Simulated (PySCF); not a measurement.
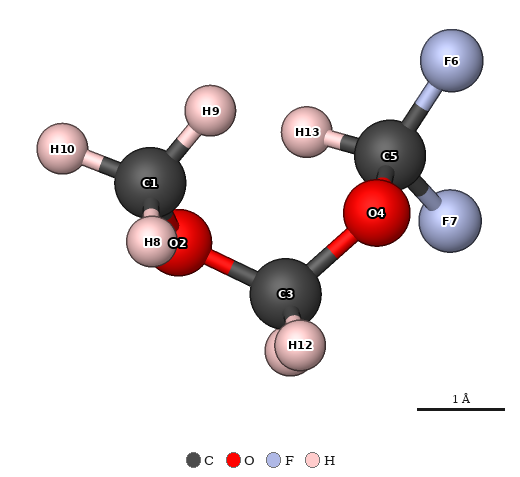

Fig. 1: The structure as given in the input (ball-and-stick view, seen at a tilt; atoms are numbered from 1 in the order of the input). Bond lengths as drawn: C–F 1.33 to 1.35 Å, C–H 1.10 to 1.11 Å and C–O 1.36 to 1.41 Å.

**Two runs on C$_{3}$H$_{6}$F$_{2}$O$_{2}$**

System: C$_{3}$H$_{6}$F$_{2}$O$_{2}$, SMILES COCOC(F)F.
Method of the first run: GIAO PBE0/pcSseg-1 NMR shielding, non-relativistic, IEF-PCM chloroform (PySCF 2.14.0).

The geometry comes from this level: PBE0-D3(BJ)/def2-SVP. Text and figures count atoms from 1; the logs count them from 0 in places.

### Input file, the first run
```
{"job": {"kind": "nmr", "xc": "PBE0", "basis": "pcSseg-1", "solvent": "chloroform", "pop": false}, "charge": 0, "multiplicity": 1}
C     -1.888867    -0.175412    -0.230706
O     -0.688251    -0.668757    -0.772205
C      0.281043    -0.947334     0.163187
O      0.794502     0.214898     0.776828
C      1.565655     0.988376    -0.030612
F      1.630198     2.202475     0.515046
F      2.820669     0.494486    -0.092163
H     -2.330342    -0.895935     0.482570
H     -1.738710     0.784720     0.291035
H     -2.588584    -0.026630    -1.063139
H      1.082428    -1.495175    -0.357939
H     -0.107049    -1.555120     0.999227
H      1.171409     1.057423    -1.060208
```

The first line tells a small driver script what to run in PySCF; the rest is the geometry in Å.

Launched with:
```bash
OMP_NUM_THREADS=1 python <driver script> task.json out
```

Hardware: 1 CPU thread, shared host.

### Output (the first run)
```
coarse grid: 11328 points
cycle   1  E = -467.3093148054  dE =  1.073e+00  |g| = 9.426e-01  |ddm| = 2.971e+00
cycle   2  E = -467.1896525614  dE =  1.197e-01  |g| = 1.294e+00  |ddm| = 1.085e+00
cycle   3  E = -467.4553126131  dE = -2.657e-01  |g| = 4.703e-02  |ddm| = 6.546e-01
cycle   4  E = -467.4555544969  dE = -2.419e-04  |g| = 2.788e-02  |ddm| = 3.498e-02
cycle   5  E = -467.4556734555  dE = -1.190e-04  |g| = 9.064e-03  |ddm| = 1.902e-02
cycle   6  E = -467.4556865292  dE = -1.307e-05  |g| = 1.545e-03  |ddm| = 5.368e-03
cycle   7  E = -467.4556870059  dE = -4.766e-07  |g| = 3.862e-04  |ddm| = 1.189e-03
final grid: 111480 points
cycle   8  E = -467.5290010628  dE = -3.201e-05  |g| = 1.238e-02  |ddm| = 1.860e-02
cycle   9  E = -467.5289813662  dE =  1.970e-05  |g| = 1.657e-02  |ddm| = 1.371e-02
cycle  10  E = -467.5290278301  dE = -4.646e-05  |g| = 8.996e-04  |ddm| = 7.994e-03
cycle  11  E = -467.5290280016  dE = -1.715e-07  |g| = 1.614e-04  |ddm| = 7.447e-04
cycle  12  E = -467.5290280054  dE = -3.841e-09  |g| = 8.306e-05  |ddm| = 1.312e-04
cycle  13  E = -467.5290280064  dE = -9.056e-10  |g| = 1.351e-05  |ddm| = 4.183e-05
converged SCF energy = -467.5290280064

GIAO shielding tensors (ppm)
atom      isotropic    diamagn.    paramagn.     s11        s22        s33       span
  0 C      128.400     245.598    -117.198     91.642    110.932    182.627     90.984
  1 O      289.395     396.667    -107.273    225.788    310.090    332.306    106.518
  2 C       91.787     243.408    -151.621     64.062     92.611    118.688     54.626
  3 O      201.967     401.288    -199.320    157.105    186.882    261.915    104.810
  4 C       64.975     242.631    -177.656     45.476     70.662     78.787     33.311
  5 F      290.257     470.825    -180.568    200.213    317.771    352.788    152.575
  6 F      285.511     471.036    -185.525    210.591    277.210    368.733    158.142
  7 H       28.137      28.556      -0.419     24.562     25.758     34.092      9.530
  8 H       27.478      30.256      -2.778     22.880     26.709     32.846      9.965
  9 H       27.589      28.183      -0.595     23.831     25.315     33.619      9.788
 10 H       26.171      29.119      -2.948     21.219     27.274     30.021      8.802
 11 H       26.668      29.315      -2.647     21.939     26.738     31.326      9.386
 12 H       25.041      28.988      -3.947     21.729     25.354     28.041      6.311
```

For the second run the input was changed thus:
```diff
-"solvent": "chloroform"
-"pop": false
+"solvent": "acetone"
+"pop": true
```

How does the second run compare with the first run?

The total energy of the second run is 1.2 kcal/mol lower: the change of the electrostatic solvation energy at this fixed geometry, without cavity or dispersion terms. The LUMO goes from 1.79 to 1.88 eV. The dipole moment goes from 2.98 to 3.07 D. Of all shieldings, the largest change is that of F6, by +1.3 ppm. The number of SCF iterations is the same.

### Output (the second run)
```
coarse grid: 11328 points
cycle   1  E = -467.3123443991  dE =  1.070e+00  |g| = 9.398e-01  |ddm| = 2.971e+00
cycle   2  E = -467.1954625939  dE =  1.169e-01  |g| = 1.285e+00  |ddm| = 1.071e+00
cycle   3  E = -467.4573000789  dE = -2.618e-01  |g| = 4.650e-02  |ddm| = 6.455e-01
cycle   4  E = -467.4575407003  dE = -2.406e-04  |g| = 2.710e-02  |ddm| = 3.428e-02
cycle   5  E = -467.4576533336  dE = -1.126e-04  |g| = 8.924e-03  |ddm| = 1.841e-02
cycle   6  E = -467.4576659398  dE = -1.261e-05  |g| = 1.549e-03  |ddm| = 5.227e-03
cycle   7  E = -467.4576664209  dE = -4.811e-07  |g| = 3.672e-04  |ddm| = 1.177e-03
final grid: 111480 points
cycle   8  E = -467.5309723702  dE = -3.205e-05  |g| = 1.238e-02  |ddm| = 1.859e-02
cycle   9  E = -467.5309528800  dE =  1.949e-05  |g| = 1.654e-02  |ddm| = 1.367e-02
cycle  10  E = -467.5309991146  dE = -4.623e-05  |g| = 8.931e-04  |ddm| = 7.950e-03
cycle  11  E = -467.5309992832  dE = -1.687e-07  |g| = 1.585e-04  |ddm| = 7.319e-04
cycle  12  E = -467.5309992869  dE = -3.698e-09  |g| = 8.198e-05  |ddm| = 1.290e-04
cycle  13  E = -467.5309992878  dE = -8.787e-10  |g| = 1.321e-05  |ddm| = 4.115e-05
converged SCF energy = -467.5309992878

GIAO shielding tensors (ppm)
atom      isotropic    diamagn.    paramagn.     s11        s22        s33       span
  0 C      128.454     245.643    -117.188     91.646    110.835    182.882     91.236
  1 O      290.223     396.835    -106.612    226.577    310.823    333.270    106.693
  2 C       91.788     243.426    -151.638     64.135     92.712    118.518     54.384
  3 O      202.865     401.505    -198.640    157.780    187.972    262.842    105.063
  4 C       64.841     242.686    -177.845     45.663     70.388     78.471     32.808
  5 F      291.584     470.963    -179.378    201.467    319.431    353.854    152.387
  6 F      286.554     471.148    -184.594    211.369    279.092    369.202    157.833
  7 H       28.074      28.502      -0.428     24.502     25.682     34.037      9.535
  8 H       27.480      30.272      -2.792     22.879     26.701     32.860      9.981
  9 H       27.568      28.162      -0.593     23.803     25.283     33.618      9.815
 10 H       26.136      29.070      -2.934     21.173     27.244     29.992      8.820
 11 H       26.605      29.240      -2.636     21.872     26.663     31.279      9.407
 12 H       24.982      28.882      -3.900     21.654     25.293     27.998      6.344
```

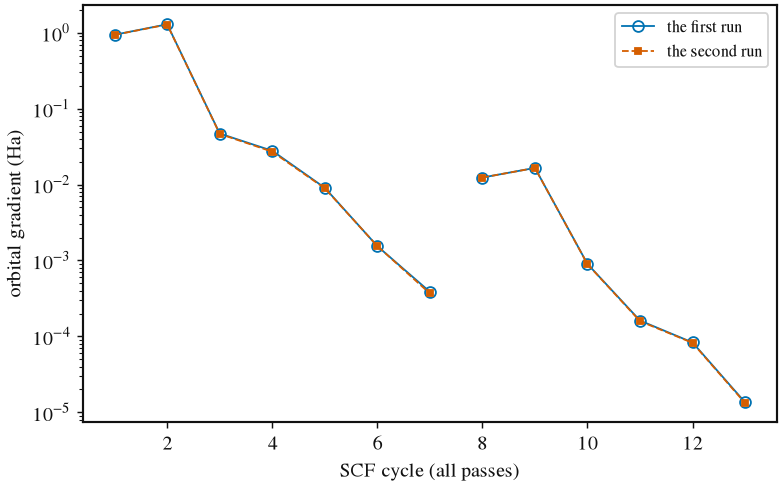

Fig. 2: Convergence of the two runs: orbital gradient against the SCF cycle. A break in a curve parts two SCF passes (coarse and final grid). The first run takes 13 cycles in all, and the second run takes 13.

### The two runs side by side

| quantity | the first run | the second run |
| --- | --- | --- |
| outcome | converged | converged |
| total energy (hartree) | −467.529028 | −467.530999 |
| HOMO (eV) | −8.30 | −8.25 |
| LUMO (eV) | 1.79 | 1.88 |
| dipole moment (D) | 2.98 | 3.07 |
| shielding of O2 (ppm) | 289.4 | 290.2 |
| shielding of O4 (ppm) | 202.0 | 202.9 |
| shielding of C5 (ppm) | 65.0 | 64.8 |
| shielding of F6 (ppm) | 290.3 | 291.6 |
| shielding of F7 (ppm) | 285.5 | 286.6 |
| shielding of H8 (ppm) | 28.1 | 28.1 |
| shielding of H12 (ppm) | 26.7 | 26.6 |
| SCF iterations | 13 | 13 |
| basis functions | 149 | 149 |
| wall time (shared host) | 15 s | 18 s |
